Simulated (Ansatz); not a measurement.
| atom | x (Å) | y (Å) | z (Å) |
| --- | --- | --- | --- |
| C | 0.4214 | 0.6182 | 0.3770 |
| O | -0.1548 | 1.3307 | -0.2867 |
| Sn | 1.7258 | -0.7161 | 1.8649 |
| H | 0.1313 | -1.4997 | 2.0658 |
| H | 2.0162 | -1.5900 | 0.3325 |

Geometry: B3LYP-D3(BJ)/def2-SVP; core potentials replace the inner electrons of Sn.

Computed with isolated molecule in a Gaussian basis; Kohn-Sham density functional theory, functional PBE0 in Ansatz.

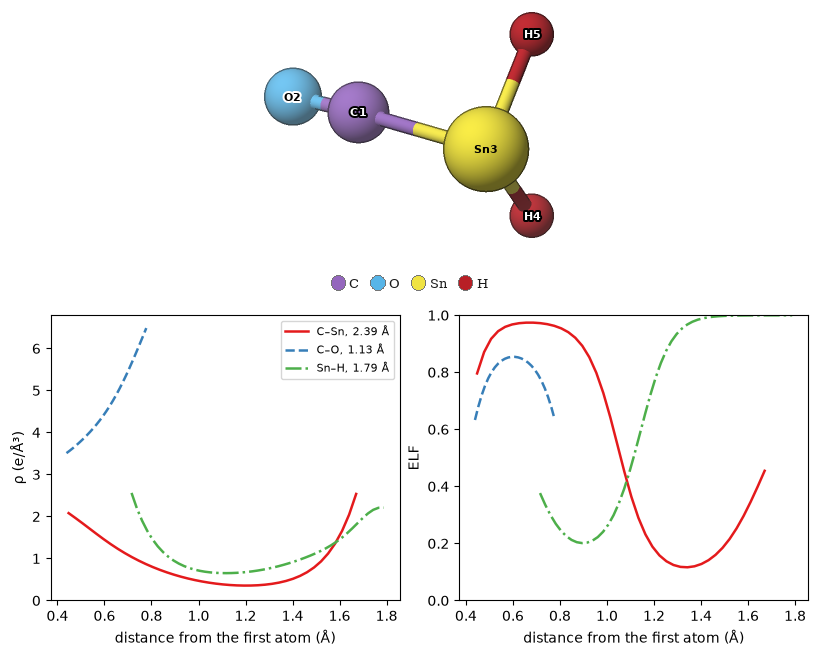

CH2OSn (SMILES O=[C]=[SnH2]). Electron density and electron localisation function along straight lines between neighbouring atoms. The curves leave out the atomic cores. The structure is drawn too.

> Compare the contacts.

C–Sn (2.39 Å): the density is about 0.36 e/Å³ at the midpoint; the ELF peaks at about 1 in the valence shell of C, 0.7 Å from its nucleus, and drops to about 0.10 between the two atoms.
C–O (1.13 Å): the density is about 4.2 e/Å³ at the midpoint; the ELF peaks at about 0.85 between the atoms; a short, multiple covalent bond.
Sn–H (1.79 Å): the density is about 0.95 e/Å³ at the midpoint; the ELF climbs to about 1 towards the hydrogen.
